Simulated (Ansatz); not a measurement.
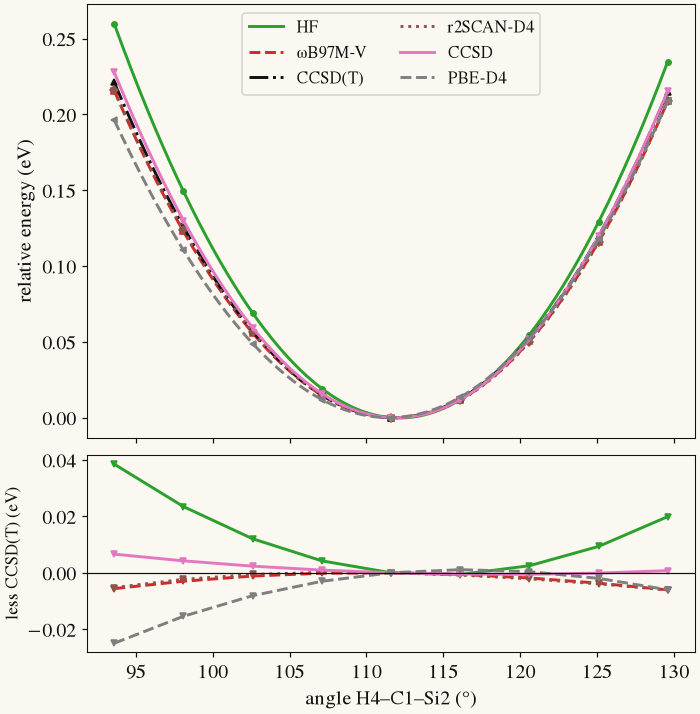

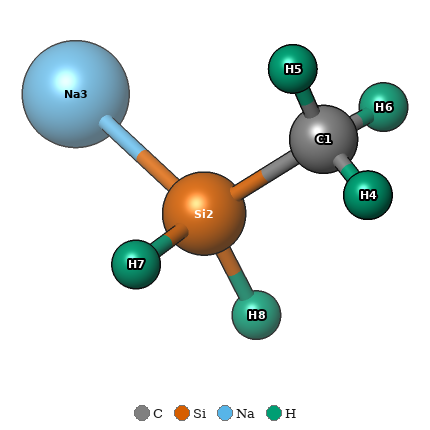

Rigid scan of the bend H4–C1–Si2 in CH₅NaSi, SMILES C[SiH2][Na], singlet. The Ansatz code, def2-TZVPP, cores frozen in correlated methods. A bend is scanned from the minimum (PBE0-D4/def2-TZVP); energies less that of the minimum at the same level; the first-named atom and what hangs on it turn in the plane. The outer core of Li, Na, Mg and K is correlated. Splines pass through the computed points, which are marked.

> Where is the minimum of each curve?

HF: near 112°; ωB97M-V: near 112°; CCSD(T): near 112°; r2SCAN-D4: near 112°; CCSD: near 112°; PBE-D4: near 111° (from the spline).

> Give the values at the computed points.

In eV:
| angle H4–C1–Si2 (°) | HF | ωB97M-V | CCSD(T) | r2SCAN-D4 | CCSD | PBE-D4 |
| --- | --- | --- | --- | --- | --- | --- |
| 94 | 0.260 | 0.215 | 0.221 | 0.216 | 0.228 | 0.196 |
| 98 | 0.149 | 0.123 | 0.126 | 0.123 | 0.130 | 0.110 |
| 103 | 0.069 | 0.056 | 0.057 | 0.056 | 0.059 | 0.049 |
| 107 | 0.019 | 0.015 | 0.015 | 0.015 | 0.016 | 0.012 |
| 112 | 0.000 | 0.000 | 0.000 | 0.000 | 0.000 | 0.000 |
| 116 | 0.012 | 0.012 | 0.012 | 0.012 | 0.012 | 0.013 |
| 121 | 0.055 | 0.050 | 0.052 | 0.050 | 0.052 | 0.053 |
| 125 | 0.129 | 0.116 | 0.120 | 0.116 | 0.120 | 0.118 |
| 130 | 0.235 | 0.209 | 0.215 | 0.209 | 0.216 | 0.209 |
